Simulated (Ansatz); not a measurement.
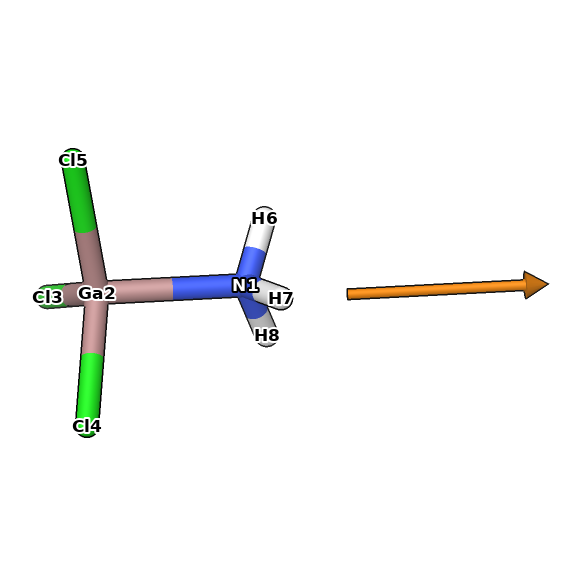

The arrow beside the molecule shows the direction of the dipole moment, from the negative to the positive end (its length means nothing). The computed structure is the end point of a PBE0-D4/def2-TZVP optimisation. Properties computed with RKS B3LYP-D4/def2-TZVPP (Ansatz 0.2.0).

Question: How large is the dipole moment?

Answer: 6.18 D; it points from the side of Cl3, Cl4, Cl5 to the side of H6, H7, H8 (the outermost atoms at the two ends).
